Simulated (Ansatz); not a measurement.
**HSE06/STO-3G run of SiH4O (SMILES [H][Si]([H])([H])O)**

Aim: the vertical singlet–triplet gap of SiH4O at HSE06/STO-3G, from 2 runs. 

The results are computed with Ansatz 0.2.0.

57 further runs of the same task are left out: 2 that didn't finish, 55 set aside as unsound or not needed.

### Step 1. The molecule

The species is SiH4O (6 atoms), meant as a singlet with charge 0. As SMILES, `[H][Si]([H])([H])O`. Geometry: relaxed at GFN2-xTB.

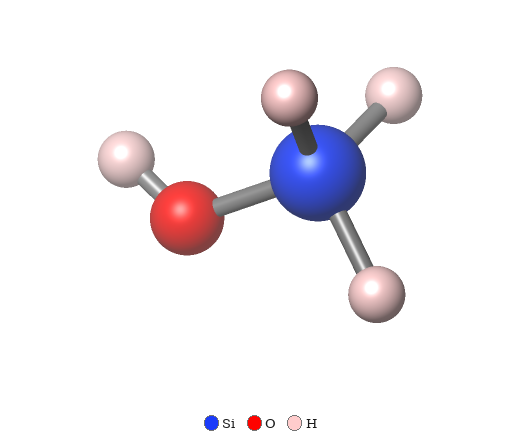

The structure, seen from a chosen angle (silicon blue, oxygen red, hydrogen pink).

### Step 2. A single-point energy at HSE06/STO-3G

The input, input.yaml:

```yaml
crystal:
  periodic: [false, false, false]
  atoms:
    - symbol: Si
      position_ang: [-0.059940, -0.114970, -0.407910]
    - symbol: O
      position_ang: [-0.059540, -0.091910, 1.217130]
    - symbol: H
      position_ang: [0.327320, 0.620940, 1.717260]
    - symbol: H
      position_ang: [1.313150, -0.112770, -0.916850]
    - symbol: H
      position_ang: [-0.760380, 1.058380, -0.933190]
    - symbol: H
      position_ang: [-0.760600, -1.359670, -0.676430]
basis:
  gaussian: {orbitals: STO-3G}
hamiltonian: {xc: hse06}
accuracy: high
```

On the command line:

```
ansatz run input.yaml --threads 1 --pin off --max-ram 2610MiB --events-out events.jsonl --progress --plain --runs-dir runs
```

The program printed:

```text
Warning: RAYON_NUM_THREADS=1 ignored (pool sized by the plan → 1); use --threads N
Functional definition: HSE06
  name "HSE06"
  parameter a = 0.25
  parameter omega = 0.11/bohr
  exchange = pbe_x - a*pbe_x_sr(omega) + a*exact_x_sr(omega)
  correlation = pbe_c
314 factors; integrals over basis functions are off by at most 2.2e-8 eV
57 factors; integrals over basis functions are off by at most 1.6e-9 eV
mean field evaluation 1: about -9862.2209 eV, gradient 2.1e1 eV
mean field evaluation 2: about -9862.3835 eV, gradient 2.1e1 eV
mean field evaluation 4: about -9863.6821 eV, gradient 2.9e-1 eV
mean field evaluation 8: about -9863.6541 eV, gradient 1.8e-3 eV
mean field evaluation 16: about -9863.6541 eV, gradient 3.7e-8 eV
mean field -9863.65409163 eV, -362.4826020427 hartree, gradient 3.7e-8 eV, S^2 0.000000; 0 other end points of the search recorded, 0 dependent functions left out
reference -9863.65409348 eV, -362.4826021105 hartree; 13, 13 occupied and 5, 5 virtual orbitals, 314 factors
Total energy: -9863.65409348 eV, -362.4826021105 hartree
```

Wall time 0.89 s (1 thread of Intel Xeon Platinum 8488C (Sapphire Rapids), shared host); peak memory 0.13 GiB.

### Step 3. The triplet at the same level

The input, in.yaml:

```yaml
crystal:
  periodic: [false, false, false]
  atoms:
    - symbol: Si
      position_ang: [-0.059940, -0.114970, -0.407910]
    - symbol: O
      position_ang: [-0.059540, -0.091910, 1.217130]
    - symbol: H
      position_ang: [0.327320, 0.620940, 1.717260]
    - symbol: H
      position_ang: [1.313150, -0.112770, -0.916850]
    - symbol: H
      position_ang: [-0.760380, 1.058380, -0.933190]
    - symbol: H
      position_ang: [-0.760600, -1.359670, -0.676430]
basis:
  gaussian: {orbitals: STO-3G}
hamiltonian: {xc: {name: HSE06}}
accuracy: high
magnetization: {spin_polarized: true, initial_magnetization: 2}
```

On the command line:

```
ansatz run in.yaml --threads 1 --pin off --max-ram 2610MiB --events-out events.jsonl --progress --plain --runs-dir runs
```

The program printed, cut to the lines that bear on the results:

```text
Warning: RAYON_NUM_THREADS=1 ignored (pool sized by the plan → 1); use --threads N
[... 6 set-up lines as earlier in the session ...]
314 factors; integrals over basis functions are off by at most 2.2e-8 eV
57 factors; integrals over basis functions are off by at most 1.6e-9 eV
mean field evaluation 1: about -9853.6272 eV, gradient 7.8e0 eV
mean field evaluation 2: about -9854.1531 eV, gradient 6.1e0 eV
mean field evaluation 4: about -9854.4527 eV, gradient 5.5e-1 eV
mean field evaluation 8: about -9854.4529 eV, gradient 8.0e-3 eV
mean field evaluation 16: about -9854.4529 eV, gradient 7.3e-6 eV
mean field -9854.45294547 eV, -362.1444661579 hartree, gradient 5.2e-8 eV, S^2 2.000935; 2 other end points of the search recorded, 0 dependent functions left out
reference -9854.45294727 eV, -362.1444662239 hartree; 14, 12 occupied and 4, 6 virtual orbitals, 314 factors
Total energy: -9854.45294727 eV, -362.1444662239 hartree
```

It took 2.5 s on 1 thread of Intel Xeon Platinum 8488C (Sapphire Rapids), shared host; peak memory 0.17 GiB.

### Step 4. What came out

Level: HSE06/STO-3G.

```
                                        quantity          value
                           singlet: total energy  -362.48260 Eh
                           triplet: total energy  -362.14447 Eh
                                   triplet: ⟨S²⟩          2.001
vertical energy of the triplet above the singlet       9.201 eV
```

At this shape the triplet lies 9.20 eV (888 kJ/mol) above the singlet. In a minimal basis such a difference can be off by several eV, whatever the method.
